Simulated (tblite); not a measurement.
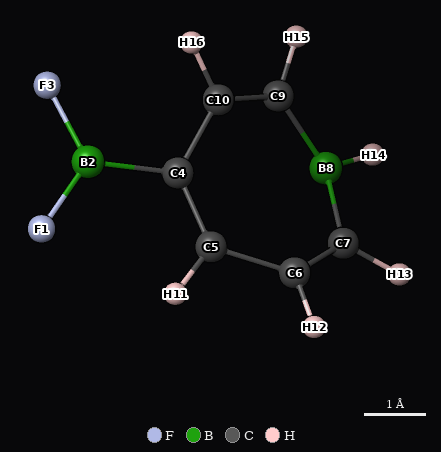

This is the input geometry for a relaxation of C$_{6}$H$_{6}$B$_{2}$F$_{2}$. Style: ball-and-stick. Shown at a tilt.

Method: GFN2-xTB geometry optimisation, gas phase (tblite).

```xyz
16

F     3.5091   -1.0313   -0.0276
B     2.6637    0.1486    0.1225
F     3.3014    1.3864    0.5225
C     1.1000    0.0666   -0.0722
C     0.5750   -1.1350   -0.4105
C    -0.8351   -1.4762   -0.7210
C    -1.9212   -0.9001   -0.2183
B    -1.9380    0.3704    0.6845
C    -0.8992    1.4975    0.4749
C     0.3597    1.3395    0.0989
H     1.2510   -1.9676   -0.5736
H    -0.9836   -2.3798   -1.2992
H    -2.8872   -1.3554   -0.4164
H    -2.9844    0.6758    1.1345
H    -1.2597    2.5152    0.6686
H     0.9408    2.2542    0.0212
```

Q: Predict the outcome.

A: H14 moves most after the best rigid fit: 0.76 Å. Largest moves by element: H 0.76 Å, B 0.47 Å, F 0.46 Å, C 0.33 Å. Near-neighbour distances that change, for instance: F1–B2 1.459 → 1.322 Å, B2–F3 1.449 → 1.320 Å, C5–C6 1.484 → 1.411 Å, C4–C10 1.482 → 1.428 Å. Among the angles between lasting bonds that change: C10–C9–H15 118.3° → 113.6°, F1–B2–F3 117.7° → 113.5°, C4–C10–H16 116.6° → 112.8°. Groups turn about C4–C10 by about 25°, C5–C6 by about 25°, B8–C9 by about 20°. After 76 geometry steps the energy has fallen by 21.5 kcal/mol. The run took 0.51 s on 1 thread of Arm Neoverse V1, with other jobs on the host.

Final geometry:

```xyz
16

F     3.4343   -0.8164   -0.4253
B     2.6561    0.1893   -0.0655
F     3.3220    1.2885    0.2372
C     1.0978    0.0852   -0.0163
C     0.5532   -1.1248   -0.3981
C    -0.7834   -1.5674   -0.4931
C    -1.9338   -0.8891   -0.2177
B    -2.1067    0.5457    0.2791
C    -0.9317    1.4790    0.5489
C     0.4047    1.2574    0.4139
H     1.2846   -1.8745   -0.6813
H    -0.8729   -2.5943   -0.8379
H    -2.8380   -1.4696   -0.3794
H    -3.1956    0.9471    0.4609
H    -1.1738    2.4779    0.9009
H     1.0754    2.0750    0.6626
```

The end point in the same view:

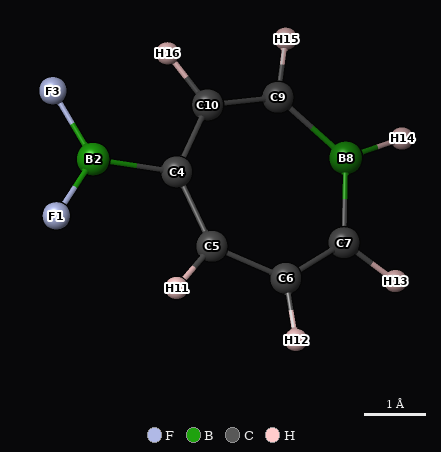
